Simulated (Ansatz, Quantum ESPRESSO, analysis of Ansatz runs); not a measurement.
# Li2CdCl4 (Imma), nudged elastic band: V_Cd hop (3.8 Å) (q = −2)

Wanted: path and barrier of a jump of Cd in Li2CdCl4 (Imma) at charge −2. The case: V_Cd hop (3.8 Å), in a cell of 56 host atoms with 1 Cd taken out.

Method: plane-wave PAW DFT, PBEsol; nudged elastic band between two relaxed defect structures at fixed charge in a uniform background, in Ansatz 0.2.0.

## (1) Set-up

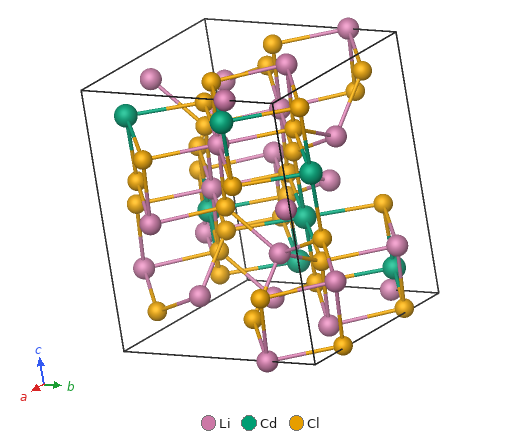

Start, viewed slightly off an axis; lithium pink, cadmium teal, chlorine orange. Bonds to atoms that aren't drawn are left out. Some periodic images of atoms are drawn too.

The cell holds 55 atoms: 16 Li, 7 Cd and 32 Cl. Its edges and angles: a = 12.949 Å, b = 12.809 Å, c = 10.609 Å, α = 66.4°, β = 65.0°, γ = 48.6°. It derives from Li2CdCl4 (space group Imma). Nearest the centre at fractional (0.125, 0.875, 0.625): Cl39 at 1.82 Å, Cl28 at 1.82 Å, Cd17 at 1.91 Å, Cl27 at 3.11 Å, Cl32 at 3.11 Å, Li12 at 3.20 Å, Li5 at 3.20 Å, Cl52 at 3.28 Å. The cell carries charge −2.

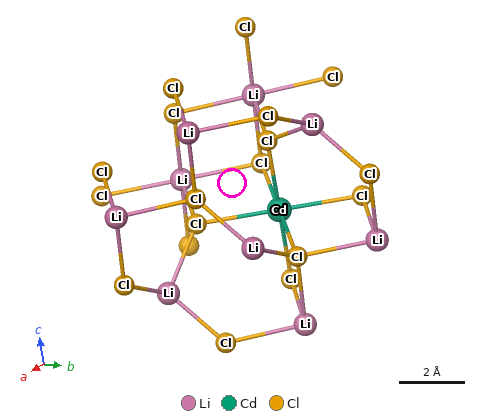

The atoms within 5 Å of the centre. A ring marks the middle of the ideal hop wherever no atom is near it.

The cell's shortest repeat is 10.6 Å.

## (2) Relaxation of the start point, charge −2

A barrier is counted from a minimum, so both ends are relaxed first. Small random displacements break the symmetry of the ideal sites, so that the defect can distort if it gains by it. The charge of −2 is set by the electron count, and a uniform background keeps the cell neutral.

File qm2.start/input.yaml:

```yaml
crystal:
  lattice:
    - [0.0, 7.62069338, 10.46883164]
    - [7.38023042, 0.0, 10.46883164]
    - [7.38023042, 7.62069338, 0.0]
  atoms:
    - { symbol: Li, position: [0.19605462, 0.44605462, 0.05394538] }
    - { symbol: Li, position: [0.44605462, 0.69605462, 0.30394538] }
    - { symbol: Li, position: [0.69605462, 0.94605462, 0.55394538] }
    - { symbol: Li, position: [0.94605462, 0.19605462, 0.80394538] }
    - { symbol: Li, position: [0.125, 0.625, 0.625] }
    - { symbol: Li, position: [0.375, 0.875, 0.875] }
    - { symbol: Li, position: [0.625, 0.125, 0.125] }
    - { symbol: Li, position: [0.875, 0.375, 0.375] }
    - { symbol: Li, position: [0.125, 0.125, 0.125] }
    - { symbol: Li, position: [0.375, 0.375, 0.375] }
    - { symbol: Li, position: [0.625, 0.625, 0.625] }
    - { symbol: Li, position: [0.875, 0.875, 0.875] }
    - { symbol: Li, position: [0.05394538, 0.80394538, 0.19605462] }
    - { symbol: Li, position: [0.30394538, 0.05394538, 0.44605462] }
    - { symbol: Li, position: [0.55394538, 0.30394538, 0.69605462] }
    - { symbol: Li, position: [0.80394538, 0.55394538, 0.94605462] }
    - { symbol: Cd, position: [0.0, 0.0, 0.5] }
    - { symbol: Cd, position: [0.25, 0.25, 0.75] }
    - { symbol: Cd, position: [0.5, 0.5, 0.0] }
    - { symbol: Cd, position: [0.75, 0.75, 0.25] }
    - { symbol: Cd, position: [0.0, 0.5, 0.5] }
    - { symbol: Cd, position: [0.5, 0.0, 0.0] }
    - { symbol: Cd, position: [0.75, 0.25, 0.25] }
    - { symbol: Cl, position: [0.13698115, 0.11817834, 0.88182166] }
    - { symbol: Cl, position: [0.38698115, 0.36817834, 0.13182166] }
    - { symbol: Cl, position: [0.63698115, 0.61817834, 0.38182166] }
    - { symbol: Cl, position: [0.88698115, 0.86817834, 0.63182166] }
    - { symbol: Cl, position: [0.24656242, 0.7496538, 0.50343758] }
    - { symbol: Cl, position: [0.49656242, 0.9996538, 0.75343758] }
    - { symbol: Cl, position: [0.74656242, 0.2496538, 0.00343758] }
    - { symbol: Cl, position: [0.99656242, 0.4996538, 0.25343758] }
    - { symbol: Cl, position: [0.11817834, 0.63698115, 0.86301885] }
    - { symbol: Cl, position: [0.36817834, 0.88698115, 0.11301885] }
    - { symbol: Cl, position: [0.61817834, 0.13698115, 0.36301885] }
    - { symbol: Cl, position: [0.86817834, 0.38698115, 0.61301885] }
    - { symbol: Cl, position: [0.2496538, 0.24656242, 0.0003462] }
    - { symbol: Cl, position: [0.4996538, 0.49656242, 0.2503462] }
    - { symbol: Cl, position: [0.7496538, 0.74656242, 0.5003462] }
    - { symbol: Cl, position: [0.9996538, 0.99656242, 0.7503462] }
    - { symbol: Cl, position: [0.0003462, 0.00343758, 0.2496538] }
    - { symbol: Cl, position: [0.2503462, 0.25343758, 0.4996538] }
    - { symbol: Cl, position: [0.5003462, 0.50343758, 0.7496538] }
    - { symbol: Cl, position: [0.7503462, 0.75343758, 0.9996538] }
    - { symbol: Cl, position: [0.13182166, 0.61301885, 0.38698115] }
    - { symbol: Cl, position: [0.38182166, 0.86301885, 0.63698115] }
    - { symbol: Cl, position: [0.63182166, 0.11301885, 0.88698115] }
    - { symbol: Cl, position: [0.88182166, 0.36301885, 0.13698115] }
    - { symbol: Cl, position: [0.00343758, 0.5003462, 0.74656242] }
    - { symbol: Cl, position: [0.25343758, 0.7503462, 0.99656242] }
    - { symbol: Cl, position: [0.50343758, 0.0003462, 0.24656242] }
    - { symbol: Cl, position: [0.75343758, 0.2503462, 0.49656242] }
    - { symbol: Cl, position: [0.11301885, 0.13182166, 0.36817834] }
    - { symbol: Cl, position: [0.36301885, 0.38182166, 0.61817834] }
    - { symbol: Cl, position: [0.61301885, 0.63182166, 0.86817834] }
    - { symbol: Cl, position: [0.86301885, 0.88182166, 0.11817834] }
total_charge: -2
basis:
  ecutwfc: 420
  xc_grid: 2
hamiltonian:
  xc: pbesol
kpoints:
  mp_grid: { grid: [1, 1, 1], shift: [0.25, 0.25, 0.25] }
scf:
  occupations: { method: fixed }
  max_iter: 150
output:
  forces: true
relax:
  f_tol: 0.02
  max_steps: 70
  random_displacement: { amplitude: 0.03, seed: 1192 }
```

The run is started by

```sh
ansatz run input.yaml --threads 16 --pin off --max-ram 26378MiB --backend cpu --events-out ev --progress --plain --runs-dir out
```

Numbers of over 12 decimals in the logs are rounded to 6 here.

The log of the run:

```text
[... repeated set-up lines and file paths are left out, and long positions are rounded to six places ...]
The last accepted step is kept in <dir> (removed where the run ends without a failure and the disk answers)
Engine: ansatz 0.2.0, x86_64-unknown-linux-gnu
Pseudopotentials: kind: paw
Pseudopotential: Li, paw, valence charge 3, recommended cutoff 420 eV (normal), Li.paw.azcp
Pseudopotential: Cd, paw, valence charge 20, recommended cutoff 420 eV (normal), Cd.paw.azcp
Pseudopotential: Cl, paw, valence charge 7, recommended cutoff 420 eV (normal), Cl.paw.azcp
Functional definition: PBEsol
  exchange = pbesol_x
  correlation = pbesol_c
Crystal: 55 atoms, lattice volume = 1177.586 Å³
Basis set: ecut = 420 eV, 23051 PW (Γ), exchange–correlation on 180×180×144 points (8 copies of the dense FFT grid, shifted against one another)
Bands: 262, of which v1, the nominal top of the filled ones, is band 207 counted from 1 (206 counted from 0)
Symmetry: 1 space group operations
k-points: 1
Non-local potential: Li, projectors of the file, l = 0: 3, l = 1: 2, l = 2: 1
Non-local potential: Cd, projectors of the file, l = 0: 3, l = 1: 2, l = 2: 2, l = 3: 1
Non-local potential: Cl, projectors of the file, l = 0: 2, l = 1: 2, l = 2: 2
PAW form: soft (Blöchl's): semilocal exchange-correlation on the pseudo side does not see the compensation charge
PAW frozen core: Cd, regenerated for the run's functional, and the local potential with it (the file was generated under x = pbe(κ = 0.804, μ = 0.219515), c = pbe(β = 0.066725))
PAW frozen core: Cl, regenerated for the run's functional, and the local potential with it (the file was generated under x = pbe(κ = 0.804, μ = 0.219515), c = pbe(β = 0.066725))
PAW one-centre angular grid: Li, 110 points (default); XC on 64 Gauss nodes
PAW one-centre angular grid: Cd, 590 points (default); XC on 64 Gauss nodes
PAW one-centre angular grid: Cl, 110 points (default); XC on 64 Gauss nodes
Initial density: superposition of atomic densities (neutral atoms scaled as one to the charged cell's electrons: chi_scale 0, normalization atom), corrected by the library's trained network
Initial wavefunctions: pseudopotential atomic-orbital guess
Functional: x = pbesol(κ = 0.804, μ = 0.123457), c = pbesol(β = 0.046)
SCF iter   1: F=—  HF=-94556.839825 eV  |F-HF|=—  |Δ(HF+E_count)|=         —  Δρ=1.56e-2  dr2=3.79e0  ethr=1.77e-3  ⟨swp⟩=5.0  Hψ=752  notcnv=0  defer=53
preconditioner: auto → Resta (q_TF=auto, 2.292 Å⁻¹)  ε∞=3.4  [insulator: Δε(μ)=3.543 eV  Ē_g=12.563 eV  n_scr=242 (ndim 8)  ℏωp=19.5 eV  f_vac=0.061  ε∞_Penn≈3.4]
SCF iter   2: F=—  HF=-94555.635111 eV  |F-HF|=—  |Δ(HF+E_count)|=    1.20e0  Δρ=3.39e-3  dr2=3.16e-1  ethr=9.16e-4  ⟨swp⟩=3.0  Hψ=480  notcnv=0  defer=53
SCF iter   3: F=—  HF=-94555.543440 eV  |F-HF|=—  |Δ(HF+E_count)|=   9.17e-2  Δρ=1.49e-3  dr2=5.82e-2  ethr=7.63e-5  ⟨swp⟩=3.0  Hψ=409  notcnv=0  defer=53
SCF iter   4: F=—  HF=-94555.530002 eV  |F-HF|=—  |Δ(HF+E_count)|=   1.34e-2  Δρ=4.18e-4  dr2=3.48e-3  ethr=1.41e-5  ⟨swp⟩=3.0  Hψ=470  notcnv=0  defer=53
SCF iter   5: F=—  HF=-94555.532078 eV  |F-HF|=—  |Δ(HF+E_count)|=   2.08e-3  Δρ=1.15e-4  dr2=2.21e-4  ethr=8.40e-7  ⟨swp⟩=2.0  Hψ=411  notcnv=0  defer=53
SCF iter   6: F=—  HF=-94555.532310 eV  |F-HF|=—  |Δ(HF+E_count)|=   2.32e-4  Δρ=3.63e-5  dr2=1.60e-5  ethr=5.34e-8  ⟨swp⟩=2.0  Hψ=351  notcnv=0  defer=53
SCF iter   7: F=-94555.532329 eV  HF=-94555.532328 eV  |F-HF|=5.76e-7  |Δ(HF+E_count)|=   1.80e-5  Δρ=1.25e-5  dr2=2.64e-6  ethr=2.42e-9  ⟨swp⟩=4.0  Hψ=776  notcnv=0
SCF 1 converged in 7 iterations: F = -94555.532329 eV  dr2 = 2.64e-6
  greatest PAW one-centre occupation: 1.000 electrons in one spin orbital (limit 2), on the Cd atom at site 16 (counted from 0), in its partial waves of l = 0
relax step   1: F+E_penalty+E_count = -94555.53232886 eV  Δ(F+E_penalty+E_count) = +0.000e0 eV  max|allowed force component| = 1.230e0 eV/Å  Δτ_max = 0.0000 Å  (7 SCF iters, dr2 threshold 1.00e-5 eV, accepted)
[... the SCF cycles and remarks between the steps are left out from here to the last step ...]
relax step   2: F+E_penalty+E_count = -94556.30783778 eV  Δ(F+E_penalty+E_count) = -7.755e-1 eV  max|allowed force component| = 2.749e-1 eV/Å  Δτ_max = 0.1990 Å  (5 SCF iters, dr2 threshold 9.45e-5 eV, accepted)
relax step   3: F+E_penalty+E_count = -94556.41053828 eV  Δ(F+E_penalty+E_count) = -1.027e-1 eV  max|allowed force component| = 7.702e-2 eV/Å  Δτ_max = 0.0843 Å  (6 SCF iters, dr2 threshold 4.72e-6 eV, accepted)
relax step   4: F+E_penalty+E_count = -94556.39711487 eV  Δ(F+E_penalty+E_count) = +1.342e-2 eV  max|allowed force component| = 9.610e-2 eV/Å  Δτ_max = 0.1956 Å  (8 SCF iters, rejected (line search))
relax step   5: F+E_penalty+E_count = -94556.41038245 eV  Δ(F+E_penalty+E_count) = +1.558e-4 eV  max|allowed force component| = 1.523e-1 eV/Å  Δτ_max = 0.0814 Å  (7 SCF iters, rejected (line search))
relax step   6: F+E_penalty+E_count = -94556.41053891 eV  Δ(F+E_penalty+E_count) = -6.300e-7 eV  max|allowed force component| = 7.764e-2 eV/Å  Δτ_max = 0.0000 Å  (7 SCF iters, accepted)
relax step   7: F+E_penalty+E_count = -94556.41046969 eV  Δ(F+E_penalty+E_count) = +6.922e-5 eV  max|allowed force component| = 1.521e-1 eV/Å  Δτ_max = 0.0812 Å  (7 SCF iters, dr2 threshold 4.73e-7 eV, rejected (line search))
relax step   8: F+E_penalty+E_count = -94556.42614513 eV  Δ(F+E_penalty+E_count) = -1.561e-2 eV  max|allowed force component| = 2.186e-2 eV/Å  Δτ_max = 0.0396 Å  (7 SCF iters, accepted)
SCF iter   1: F=—  HF=-94556.432126 eV  |F-HF|=—  |Δ(HF+E_count)|=         —  Δρ=1.31e-3  dr2=1.70e-2  ethr=4.51e-5  ⟨swp⟩=3.0  Hψ=421  notcnv=0  defer=53
SCF iter   2: F=—  HF=-94556.428367 eV  |F-HF|=—  |Δ(HF+E_count)|=   3.76e-3  Δρ=5.49e-4  dr2=2.58e-3  ethr=4.10e-6  ⟨swp⟩=2.0  Hψ=470  notcnv=0  defer=53
SCF iter   3: F=—  HF=-94556.428314 eV  |F-HF|=—  |Δ(HF+E_count)|=   5.24e-5  Δρ=1.31e-4  dr2=1.63e-4  ethr=6.22e-7  ⟨swp⟩=2.0  Hψ=406  notcnv=0  defer=52
SCF iter   4: F=—  HF=-94556.428291 eV  |F-HF|=—  |Δ(HF+E_count)|=   2.32e-5  Δρ=1.79e-5  dr2=4.81e-6  ethr=3.93e-8  ⟨swp⟩=2.0  Hψ=380  notcnv=0  defer=48
SCF iter   5: F=—  HF=-94556.429596 eV  |F-HF|=—  |Δ(HF+E_count)|=   1.31e-3  Δρ=7.19e-6  dr2=7.03e-7  ethr=1.16e-9  ⟨swp⟩=2.0  Hψ=408  notcnv=0  defer=48
SCF iter   6: F=-94556.429597 eV  HF=-94556.429597 eV  |F-HF|=3.70e-8  |Δ(HF+E_count)|=   4.55e-7  Δρ=3.18e-6  dr2=9.87e-8  ethr=2.42e-11  ⟨swp⟩=2.0  Hψ=892  notcnv=0
SCF 9 converged in 6 iterations: F = -94556.429597 eV  dr2 = 9.87e-8
relax step   9: F+E_penalty+E_count = -94556.42959690 eV  Δ(F+E_penalty+E_count) = -3.452e-3 eV  max|allowed force component| = 3.606e-3 eV/Å  Δτ_max = 0.0418 Å  (6 SCF iters, accepted)
SCF converged after 6 iterations
Free energy (F): -94556.429597 eV
Harris-Foulkes:  -94556.429597 eV  (|F-HF|=3.70e-8)
Internal energy: -94556.429597 eV  (E = F + TS)
E sigma→0 (E₀):  -94556.429597 eV
Fermi energy:    2.572608 eV
--- Per-component energies (eV) ---
  E_band       = -5987.189915
  E_kinetic    = 9057.070769
  E_local      = -44926.326564  (includes V_loc(G=0)·N_el)
  E_nonlocal   = 670.273179
  E_hartree    = 19391.715671
  E_xc         = -4802.935121
  E_vxc        = -5669.493258  (∫ρ·V_xc dr)
  E_paw        = -48964.543139  (= ΣΔE_a)
  E_vpaw       = -3902.165439  (= ΣTr[D̂ρ^β])
  E_aug_tail   = 0.003298  (compensation charges beyond the density's cutoff)
  E_ewald      = -24986.591236
  E_core_change = 4.903545  (= ΣΔE_core)
  E_smearing   = -0.000000  (= −TS)
  E_closure    = -0.000000  (closes the sum)
  E_deformation_potential = -21.199580  (in the stress; not in F)
  Σ components = -94556.429597   (vs F -94556.429597, Δ=0.00e0)
--- Forces (eV/Å), atoms counted from 1 ---
  atom   1  Li    -0.00035275     0.00091657    -0.00052929
  atom   2  Li    -0.00119498    -0.00209507    -0.00099496
  [... 2 atoms left out ...]
  atom   5  Li    -0.00147410     0.00279365     0.00063981
  [... 6 atoms left out ...]
  atom  12  Li    -0.00026121     0.00358410     0.00002677
  [... 1 atom left out ...]
  atom  14  Li     0.00039077    -0.00139298     0.00074624
  [... 2 atoms left out ...]
  atom  17  Cd    -0.00118501    -0.00327029     0.00196561
  [... 9 atoms left out ...]
  atom  27  Cl    -0.00003935     0.00078841     0.00238952
  atom  28  Cl    -0.00038213     0.00161574    -0.00224061
  [... 3 atoms left out ...]
  atom  32  Cl    -0.00048735     0.00099619     0.00189181
  [... 6 atoms left out ...]
  atom  39  Cl    -0.00012578     0.00177214    -0.00167067
  [... 5 atoms left out ...]
  atom  45  Cl    -0.00047030    -0.00130425    -0.00221499
  [... 6 atoms left out ...]
  atom  52  Cl     0.00036580     0.00104548     0.00140309
  [... 3 atoms left out ...]
  max |Σ_I F_I| component: 1.88e-5 eV/Å
--- Relaxed structure (9 steps of the walk, 6 accepted, 0 SCFs on fresh bases) ---
  F+E_penalty+E_count = -94556.42959690 eV   max|allowed force component| = 3.606e-3 eV/Å
  atoms:
    - { symbol: Li, position: [0.193417, 0.451804, 0.048498] }
    - { symbol: Li, position: [0.438462, 0.697768, 0.304858] }
    [... 2 atoms left out ...]
    - { symbol: Li, position: [0.137557, 0.628271, 0.636162] }
    [... 6 atoms left out ...]
    - { symbol: Li, position: [0.901521, 0.864387, 0.872001] }
    [... 1 atom left out ...]
    - { symbol: Li, position: [0.306600, 0.048625, 0.451436] }
    [... 2 atoms left out ...]
    - { symbol: Cd, position: [0.014046, -0.010037, 0.510035] }
    [... 9 atoms left out ...]
    - { symbol: Cl, position: [0.885698, 0.869165, 0.631011] }
    - { symbol: Cl, position: [0.247809, 0.747912, 0.494290] }
    [... 3 atoms left out ...]
    - { symbol: Cl, position: [0.112110, 0.632074, 0.868401] }
    [... 6 atoms left out ...]
    - { symbol: Cl, position: [0.989065, 1.006672, 0.751891] }
    [... 5 atoms left out ...]
    - { symbol: Cl, position: [0.387895, 0.868440, 0.631582] }
    [... 6 atoms left out ...]
    - { symbol: Cl, position: [0.114788, 0.134981, 0.365152] }
    [... 3 atoms left out ...]
```

Elapsed: 16 s, on 16 threads of Intel Xeon 6975P-C (Granite Rapids), shared host; peak memory 2.1 GiB; 3.4 min of CPU time.

The steps of the relaxation:

| step | energy less that of the first step (eV) | largest force component (eV/Å) |
| --- | --- | --- |
| 1 | 0.0000 | 1.2299 |
| 2 | -0.7755 | 0.2748 |
| 3 | -0.8782 | 0.0770 |
| 4 | -0.8648 | 0.0961 |
| 5 | -0.8781 | 0.1523 |
| 6 | -0.8782 | 0.0776 |
| 7 | -0.8781 | 0.1521 |
| 8 | -0.8938 | 0.0219 |
| 9 | -0.8973 | 0.0036 |

Relaxation steps 4, 5, 7 were tried and not accepted.

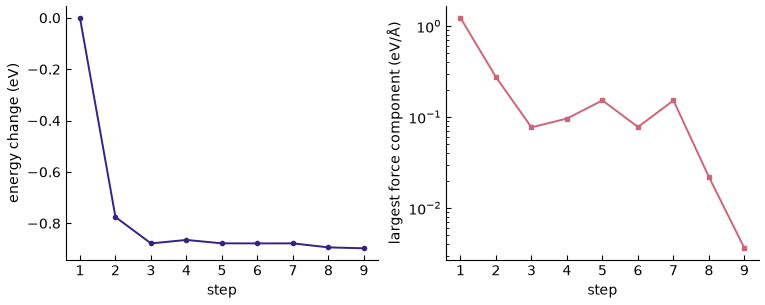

Energy and largest force along the relaxation.

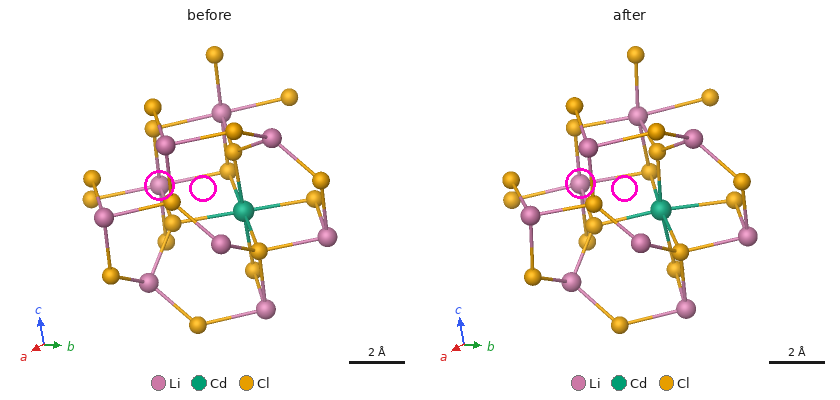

Before and after: the atoms that start within 5 Å of the centre. Li5, which moves most, is ringed if it is among them. A ring with no atom in it marks the middle of the ideal hop.

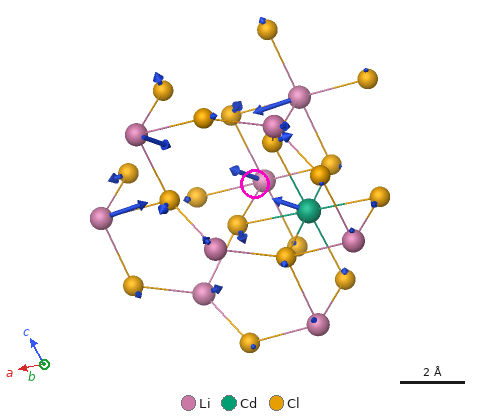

Displacements in the relaxation from the typed sites near the centre, exaggerated, the mean shift taken out; the longest in the cell stands for 0.27 Å. A ring marks the middle of the ideal hop wherever no atom is near it.

The atoms that moved most (Å, from the sites as typed, ahead of the random displacement, the mean shift of all atoms taken out):

| atom | dx | dy | dz | length |
| --- | --- | --- | --- | --- |
| Li5 | 0.106 | 0.181 | 0.163 | 0.266 |
| Li11 | 0.103 | -0.180 | -0.166 | 0.265 |
| Li12 | -0.101 | 0.180 | 0.164 | 0.263 |
| Li6 | -0.105 | -0.179 | -0.163 | 0.263 |
| Cd19 | 0.000 | -0.184 | -0.040 | 0.188 |
| Cd17 | -0.001 | 0.184 | 0.039 | 0.188 |
| Cl32 | 0.003 | -0.005 | -0.118 | 0.118 |
| Cl45 | -0.001 | 0.006 | 0.118 | 0.118 |

Neighbours of Cd17 at the end:

| atom | distance (Å) |
| --- | --- |
| Cl39 | 2.526 |
| Cl28 | 2.527 |
| Cl52 | 2.595 |
| Cl27 | 2.609 |
| Cl40 | 2.730 |
| Cl51 | 2.736 |
| Li5 | 3.586 |
| Li12 | 3.588 |

Read from the output:

- free energy: -94556.4296 eV
- r.m.s. move of the farther half of the atoms: 0.04941 Å
- largest move from the ideal geometry of this structure, a common shift of the far atoms taken out: 0.2875 Å

The relaxation gained 0.897 eV and ended with a largest force component of 0.0036 eV/Å.

(Part 1 of 4 ends here.)

[Logs are printed without paths, hosts, clocks, repeated set-up lines and the standing remarks that a program may print on its own settings, such as how far it seeks lower states.]

[Hosts, paths, dates, database ids (printed as entryN), source tags and the programs' standing remarks are cut or masked in the printed files.]
